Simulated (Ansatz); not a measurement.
## Electronic structure of GeH$_{6}$Sn$_{2}$ (SMILES [GeH3][Sn][SnH3]) in real space

```xyz
9

Ge    1.1734    1.1754    0.9935
Sn   -1.1608    2.4000    1.5271
Sn   -2.0319    1.5142   -1.0590
H     2.0764    0.9685    2.2304
H     1.0195   -0.1933    0.2918
H     1.9475    2.0936    0.0148
H    -3.2649    2.4859   -1.7656
H    -0.7713    1.3650   -2.2221
H    -2.7053   -0.0617   -0.8617
```

Geometry: PBE0-D3(BJ)/def2-SVP; core potentials replace the inner electrons of Sn.

These are results of Ansatz 0.2.0, isolated molecule in a Gaussian basis; Kohn-Sham density functional theory, functional PBE0, not measurements.

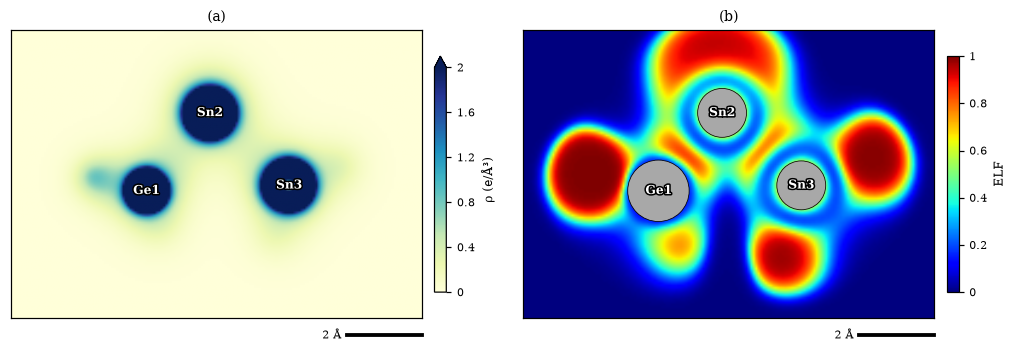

Figure 1. (a) electron density; (b) electron localisation function on the plane of atoms Ge1, Sn2 and Sn3. Grey discs cover the atomic cores in the ELF map.

**What do the fields say about this system?**

The plane passes through Ge and Sn nuclei.
Sn–Ge (2.69 Å): ρ is about 0.43 e/Å³ halfway; the ELF peaks at about 0.85 between the atoms; a covalent bond.
Sn–Sn (2.87 Å): ρ is about 0.37 e/Å³ halfway; the ELF peaks at about 0.75 between the atoms, as expected for a covalent bond.

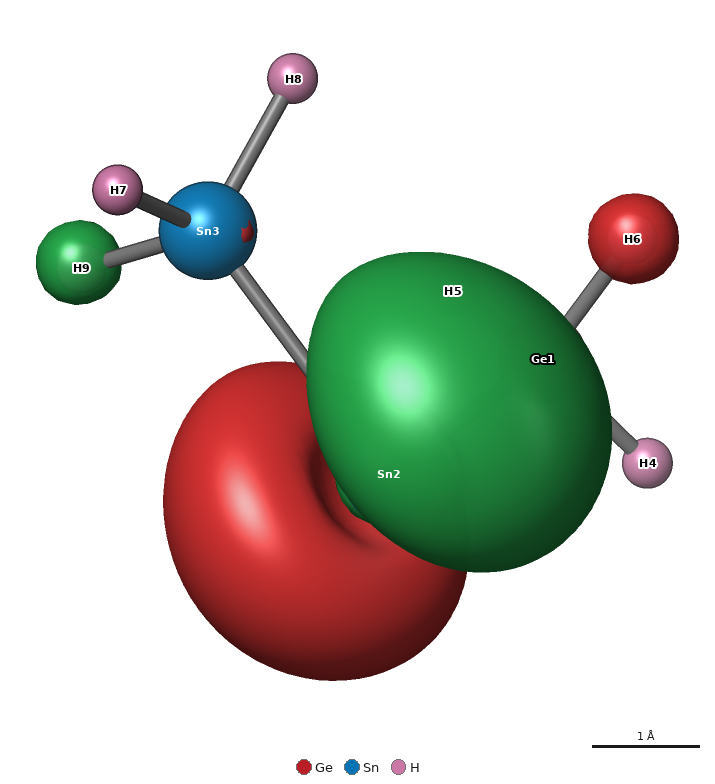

Figure 2. One frontier orbital at ±0.1 Å⁻³ᐟ² (green and red are the two phases), seen at a tilt.

**Which orbital is it: HOMO or LUMO?**

The LUMO, at −3.45 eV. It lies mainly on Sn2 (about 80 %), Sn3 (about 10 %) and Ge1 (about 5 %).

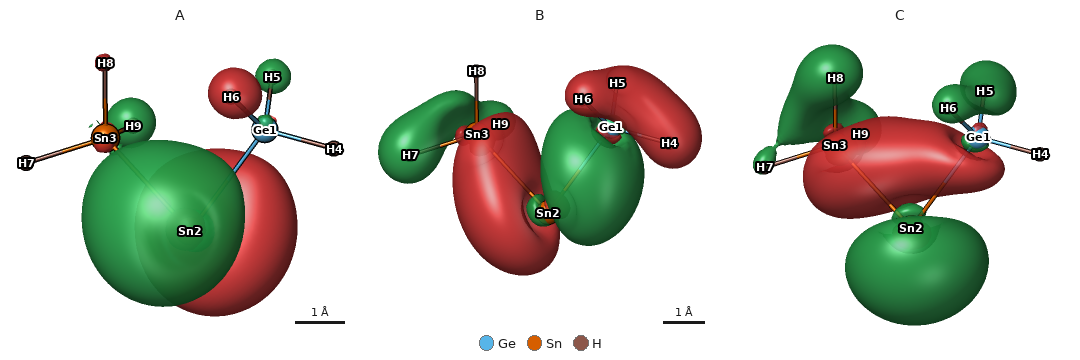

Figure 3. Three frontier orbitals at ±0.08 Å⁻³ᐟ² (green and red are the two phases), in no order.

**Order the three orbitals by energy and name them.**

B is the HOMO−1 (−6.95 eV). It lies mainly on Sn2 (about 40 %), Ge1 (about 30 %) and Sn3 (about 20 %). C is the HOMO (−6.43 eV). By Hirshfeld shares it lies mainly on Sn2 (about 55 %), Sn3 (about 20 %) and Ge1 (about 10 %). A is the LUMO (−3.45 eV). Its weight (Hirshfeld) is mainly on Sn2 (about 80 %), Sn3 (about 10 %) and Ge1 (about 5 %).

**What is the HOMO–LUMO gap?**

2.98 eV between the orbital energies.
